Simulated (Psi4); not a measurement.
**GeSe (Germanium monoselenide) at 3 levels**

Aim: a comparison of 3 runs (B3LYP/6-31G*, CCD/6-311G) of GeSe (Germanium monoselenide). 

The results are computed with Psi4 1.11.

6 further runs of the same task are left out: 2 for a known fault of the program, 4 that didn't finish.

### 1 The structure to begin with

The species is GeSe (2 atoms), meant as a singlet with charge 0. As SMILES, `[Ge-]#[Se+]`. The bond length is the measured one.

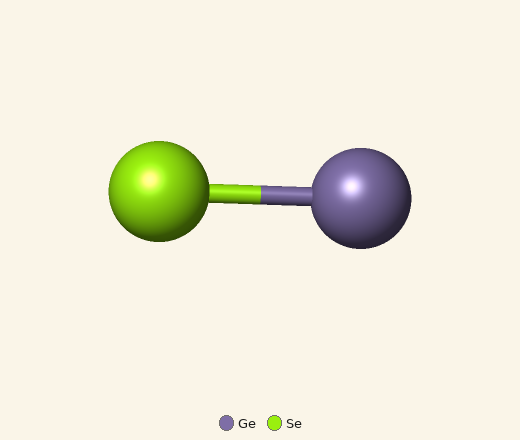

Viewed from a chosen angle; germanium purple, selenium green.

### 2 Energy and gradient at B3LYP/6-31G(d) (spherical functions) (run 1)

job.json reads:

```json
{
 "schema_name": "qcschema_input",
 "schema_version": 1,
 "molecule": {
  "schema_name": "qcschema_molecule",
  "schema_version": 2,
  "symbols": ["Ge", "Se"],
  "geometry": [0.0, 0.0, 0.0, 0.0, 0.0, 4.03386419],
  "molecular_charge": 0,
  "molecular_multiplicity": 1,
  "fix_symmetry": "c1"
 },
 "driver": "gradient",
 "model": {
  "method": "b3lyp",
  "basis": "6-31G*"
 },
 "keywords": {
  "puream": true,
  "e_convergence": 1e-09,
  "d_convergence": 1e-08,
  "scf_type": "pk",
  "dft_radial_points": 99,
  "dft_spherical_points": 590,
  "scf_properties": ["LOWDIN_CHARGES", "MAYER_INDICES", "QUADRUPOLE"]
 }
}
```

Command:

```
psi4 --qcschema job.json -n 1 --memory 1600MB
```

stdout:

```text
[...]
  Running in c1 symmetry.
[...]
  Nuclear repulsion =  269.716566734488879
[...]
  Multiplicity = 1
[...]
  Nalpha       = 33
  Nbeta        = 33
[...]
    Number of basis functions: 64
[...]
   @RKS iter   1: -4476.35498450995874   -4.27205e+00   5.12551e-02 DIIS/ADIIS
[...]
   @RKS iter  12: -4478.09669175469935   -9.09495e-13   1.34360e-09 DIIS
[...]
    Orbital Energies [Eh]
    ---------------------
    Doubly Occupied:
       1A   -453.853924     2A   -398.765862     3A    -58.083381
       4A    -52.137862     5A    -52.137862     6A    -52.137751
       7A    -49.842507     8A    -44.366751     9A    -44.366751
      10A    -44.364478    11A     -7.824919    12A     -6.269767
      13A     -5.765259    14A     -5.764049    15A     -5.764049
      16A     -4.441365    17A     -4.441365    18A     -4.435248
      19A     -2.098958    20A     -2.097728    21A     -2.097728
      22A     -2.096666    23A     -2.096666    24A     -1.244067
      25A     -1.244066    26A     -1.240439    27A     -1.239434
      28A     -1.239434    29A     -0.689908    30A     -0.460902
      31A     -0.275462    32A     -0.270157    33A     -0.270157
[...]
  @RKS Final Energy: -4478.09669175469935
   => Energetics <=
    Nuclear Repulsion Energy =            269.7165667344888789
    One-Electron Energy =               -6774.9357636995428038
    Two-Electron Energy =                2160.7819336520888100
    DFT Exchange-Correlation Energy =    -133.6594284417346898
    Empirical Dispersion Energy =           0.0000000000000000
    VV10 Nonlocal Energy =                  0.0000000000000000
    Total Energy =                      -4478.0966917546993500
[...]
 Multipole Moments:
 ------------------------------------------------------------------------------------
     Multipole            Electronic (a.u.)      Nuclear  (a.u.)        Total (a.u.)
 ------------------------------------------------------------------------------------
 L = 1.  Multiply by 2.5417464519 to convert [e a0] to [Debye]
 Dipole X            :         -0.0000000            0.0000000           -0.0000000
 Dipole Y            :          0.0000000            0.0000000            0.0000000
 Dipole Z            :          0.4877882           -1.1539755           -0.6661873
 Magnitude           :                                                    0.6661873
 L = 2.  Multiply by 1.3450342976 to convert [e a0^2] to [Debye ang]
 Quadrupole XX       :        -25.8530134            0.0000000          -25.8530134
 Quadrupole XY       :         -0.0000000            0.0000000           -0.0000000
[...]
  -Total Gradient:
     Atom            X                  Y                   Z
    ------   -----------------  -----------------  -----------------
       1        0.000000000000     0.000000000000     0.016420475002
       2        0.000000000000     0.000000000000    -0.016423336904
[...]
```

The result, in JSON:

```text
{
 "driver": "gradient",
 "model": {
  "method": "b3lyp",
  "basis": "6-31G*"
 },
 "success": true,
 "return_result": [4.792668379286876e-13, 4.1097259436656606e-13, 0.016420475001883705, 2.593857100927956e-13, 1.894149546031025e-13, -0.01642333690387429],
 "properties": {
  "calcinfo_nbasis": 64,
  "calcinfo_nmo": 64,
  "calcinfo_nalpha": 33,
  "calcinfo_nbeta": 33,
  "calcinfo_natom": 2,
  "nuclear_repulsion_energy": 269.7165667344889,
  "return_energy": -4478.096691754699,
  "return_gradient": [4.792668379286876e-13, 4.1097259436656606e-13, 0.016420475001883705, 2.593857100927956e-13, 1.894149546031025e-13, -0.01642333690387429],
  "scf_one_electron_energy": -6774.935763699543,
  "scf_two_electron_energy": 2160.781933652089,
  "scf_xc_energy": -133.6594284417347,
  "scf_dipole_moment": [-4.359312366446272e-12, 3.678586265962013e-12, -0.6661872604325821],
  "scf_total_energy": -4478.096691754699,
  "scf_total_gradient": [4.792668379286876e-13, 4.1097259436656606e-13, 0.016420475001883705, 2.593857100927956e-13, 1.894149546031025e-13, -0.01642333690387429],
  "scf_iterations": 12
 }
}
```

It took 19 s on 1 thread of AMD EPYC, shared host; peak memory 0.39 GiB.

### 3 Energy and forces at B3LYP/6-31G(d) (Cartesian functions) (run 2)

calc.dat reads:

```
memory 1.6 GB

molecule molecule1 {
  0 1
  Ge
  Se 1 R2

  R2 = 2.134629
  symmetry c1
  no_reorient
  no_com
}

set {
  basis 6-31G*
  puream false
  e_convergence 1e-09
  d_convergence 1e-08
  scf_type pk
  dft_radial_points 99
  dft_spherical_points 590
}

energy_value, wavefunction = gradient("b3lyp", return_wfn=True)
oeprop(wavefunction, "MAYER_INDICES", "DIPOLE", "LOWDIN_CHARGES", title="B3LYP")
```

Command:

```
psi4 -i calc.dat -o calc.out -n 1
```

calc.out:

```text
[...]
  Running in c1 symmetry.
[...]
  Nuclear repulsion =  269.716566770600366
[...]
  Multiplicity = 1
[...]
  Nalpha       = 33
  Nbeta        = 33
[...]
    Number of basis functions: 70
[...]
   @RKS iter   1: -4476.13545827263715   -4.02685e+00   5.15867e-02 DIIS/ADIIS
[...]
   @RKS iter  11: -4478.10993785910250   -2.18279e-11   9.69865e-09 DIIS
[...]
    Orbital Energies [Eh]
    ---------------------
    Doubly Occupied:
       1A   -453.893125     2A   -398.786601     3A    -58.089293
       4A    -52.145294     5A    -52.145294     6A    -52.145184
       7A    -49.843366     8A    -44.368467     9A    -44.368467
      10A    -44.366152    11A     -7.822236    12A     -6.264944
      13A     -5.762789    14A     -5.761579    15A     -5.761579
      16A     -4.436641    17A     -4.436641    18A     -4.430534
      19A     -2.096115    20A     -2.094882    21A     -2.094882
      22A     -2.093813    23A     -2.093813    24A     -1.239284
      25A     -1.239284    26A     -1.235691    27A     -1.234666
      28A     -1.234666    29A     -0.689959    30A     -0.461029
      31A     -0.275194    32A     -0.270065    33A     -0.270065
[...]
  @RKS Final Energy: -4478.10993785910250
   => Energetics <=
    Nuclear Repulsion Energy =            269.7165667706003660
    One-Electron Energy =               -6774.9368869939899014
    Two-Electron Energy =                2160.7309428106586893
    DFT Exchange-Correlation Energy =    -133.6205604463710870
    Empirical Dispersion Energy =           0.0000000000000000
    VV10 Nonlocal Energy =                  0.0000000000000000
    Total Energy =                      -4478.1099378591015920
[...]
  -Total Gradient:
     Atom            X                  Y                   Z
    ------   -----------------  -----------------  -----------------
       1        0.000000000000     0.000000000001     0.016595017833
       2       -0.000000000000    -0.000000000000    -0.016597862729
[...]
 Multipole Moments:
 ------------------------------------------------------------------------------------
     Multipole            Electronic (a.u.)      Nuclear  (a.u.)        Total (a.u.)
 ------------------------------------------------------------------------------------
 L = 1.  Multiply by 2.5417464519 to convert [e a0] to [Debye]
 Dipole X            :         -0.0000000            0.0000000           -0.0000000
 Dipole Y            :         -0.0000000            0.0000000           -0.0000000
 Dipole Z            :          0.4830706           -1.1539755           -0.6709049
 Magnitude           :                                                    0.6709049
[...]
```

Run time: 17 s. Hardware: 1 thread of AMD EPYC, shared host; peak memory 0.42 GiB.

### 4 A single-point energy at CCD/6-311G (density fitting, density fitting for correlation) (run 3)

input.dat reads:

```
memory 1600 mb

molecule system {
  0 1
  Ge     0.000000     0.000000     0.000000
  Se     0.000000     0.000000     2.134629
  units angstrom
}

set freeze_core true
set cc_type df
set scf_type df
set df_scf_guess false

energy("ccd/6-311G")
```

Command:

```
psi4 input.dat output.dat -n 1
```

output.dat:

```text
[...]
  Running in c2v symmetry.
[...]
  Nuclear repulsion =  269.716566770600423
[...]
  Multiplicity = 1
[...]
  Nalpha       = 33
  Nbeta        = 33
[...]
    Number of basis functions: 78
[...]
   @DF-RHF iter   1: -4473.55983254764033   -5.80529e+00   7.75668e-02 ADIIS/DIIS
[...]
   @DF-RHF iter  12: -4475.11491198612475    9.09495e-13   1.35186e-09 DIIS
[...]
    Orbital Energies [Eh]
    ---------------------
    Doubly Occupied:
       1A1  -460.822915     2A1  -405.289666     3A1   -60.623682
       4A1   -54.225614     1B1   -54.225250     1B2   -54.225250
       5A1   -52.195742     2B2   -46.283214     2B1   -46.283214
       6A1   -46.281914     7A1    -8.887902     8A1    -7.238853
       9A1    -6.621912     3B1    -6.618359     3B2    -6.618359
       4B2    -5.212296     4B1    -5.212296    10A1    -5.209328
      11A1    -2.605116     5B1    -2.603588     5B2    -2.603588
      12A1    -2.601040     1A2    -2.601040     2A2    -1.683929
      13A1    -1.683929    14A1    -1.678719     6B2    -1.678602
       6B1    -1.678602    15A1    -0.910001    16A1    -0.585368
      17A1    -0.369124     7B2    -0.359799     7B1    -0.359799
[...]
  @DF-RHF Final Energy: -4475.11491198612475
   => Energetics <=
    Nuclear Repulsion Energy =            269.7165667706004228
    One-Electron Energy =               -6777.5069462391202251
    Two-Electron Energy =                2032.6754674823953337
    Total Energy =                      -4475.1149119861247527
[...]
 Multipole Moments:
 ------------------------------------------------------------------------------------
     Multipole            Electronic (a.u.)      Nuclear  (a.u.)        Total (a.u.)
 ------------------------------------------------------------------------------------
 L = 1.  Multiply by 2.5417464519 to convert [e a0] to [Debye]
 Dipole X            :          0.0000000            0.0000000            0.0000000
 Dipole Y            :          0.0000000            0.0000000            0.0000000
 Dipole Z            :         -0.0786634           -1.1539755           -1.2326389
 Magnitude           :                                                    1.2326389
[...]
	DF-MP2 Total Energy (a.u.)         : -4475.51791278233395
[...]
```

Wall time 9.6 s (1 thread of AMD EPYC, shared host); peak memory 0.23 GiB.

### 5 The series

| run | level | Cartesian functions | task | energy (Eh) | dipole moment (D) | HOMO energy (eV) | LUMO energy (eV) | wall time |
| --- | --- | --- | --- | --- | --- | --- | --- | --- |
| 1 | B3LYP/6-31G* (spherical functions) | no | gradient | -4478.096692 | 1.69 | -7.35 | -2.63 | 19 s |
| 2 | B3LYP/6-31G* (Cartesian functions) | yes | gradient | -4478.109938 | 1.71 | -7.35 | -2.62 | 17 s |
| 3 | CCD/6-311G (density fitting, density fitting for correlation) | no | energy | -4475.499955 | – | -9.79 | 0.05 | 9.6 s |

### 6 Summary of results

```
                                           quantity           value
                                run 3: total energy  -4475.49995 Eh
         run 3: HOMO energy (Hartree–Fock orbitals)        -9.79 eV
         run 3: LUMO energy (Hartree–Fock orbitals)         0.05 eV
       run 3: HOMO–LUMO gap (Hartree–Fock orbitals)         9.84 eV
run 3: correlation energy (18 core orbitals frozen)      -385.0 mEh
```

All runs together took 46 s, the longest 19 s.
